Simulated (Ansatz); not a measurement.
Consider FH4OSi···H3O.

Input file:

```
crystal:
  periodic: [false, false, false]
  atoms:
    - {symbol: Si, position_ang: [-0.514932, 0.557949, -0.781032]}
    - {symbol: H, position_ang: [0.525601, -0.715699, -0.833615]}
    - {symbol: H, position_ang: [-0.564018, 0.364000, -2.267427]}
    - {symbol: H, position_ang: [-1.828831, 0.025346, -0.331370]}
    - {symbol: O, position_ang: [-0.168615, 2.167231, -0.858955]}
    - {symbol: H, position_ang: [0.537406, -0.592789, 1.409913]}
    - {symbol: F, position_ang: [0.004044, 0.612667, 1.006306]}
    - {symbol: H, position_ang: [0.745305, -1.251403, 0.050195]}
    - {symbol: O, position_ang: [0.943302, -1.525881, 1.168890]}
    - {symbol: H, position_ang: [-0.010692, 2.578105, -0.006059]}
    - {symbol: H, position_ang: [0.331330, -2.219426, 1.443353]}
basis:
  gaussian: {orbitals: def2-TZVPP}
hamiltonian: {xc: pbe0, dispersion: d4}
output: {orbitals: {seedname: orbitals}}
```

Launched as:

```sh
ansatz run in.yaml --threads 4 --pin off --events-out ev --progress --plain --max-ram 9574MiB
```

A transition-state structure; geometry: PBE0-D4/def2-TZVP.

The calculation used Ansatz, RKS PBE0-D4/def2-TZVPP.

### Predict the electron density and electron localisation function between the atoms.

Si–O (1.65 Å): the density is about 1.2 e/Å³ at the midpoint; the ELF peaks at about 0.85 between the atoms; a shared but strongly polarised pair.
Si–F (1.86 Å): ρ is about 0.63 e/Å³ halfway; the ELF peaks at about 0.85 in the valence shell of F, 0.6 Å from its nucleus, and is about 0.50 at the midpoint.
O–H (0.96 Å): ρ at the midpoint is about 3.8 e/Å³; the ELF climbs to about 1 towards the hydrogen, as it does in any bond to H (a covalent bond by its length).

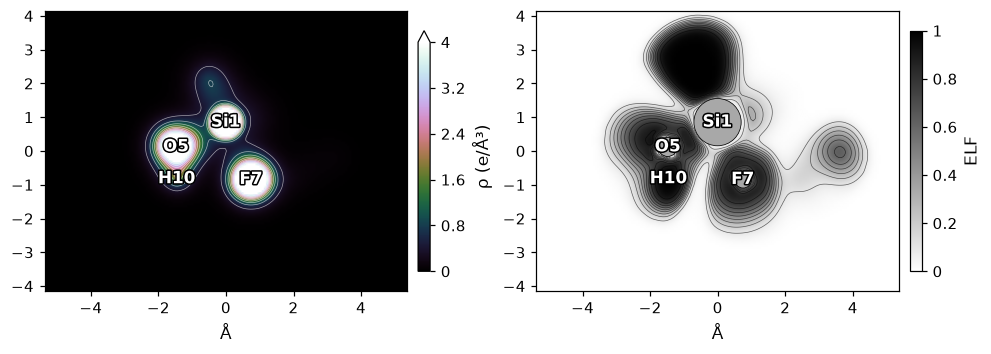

Computed electron density and electron localisation function on the plane of atoms O5, Si1 and F7, in this order. Grey discs cover the atomic cores in the ELF map. 
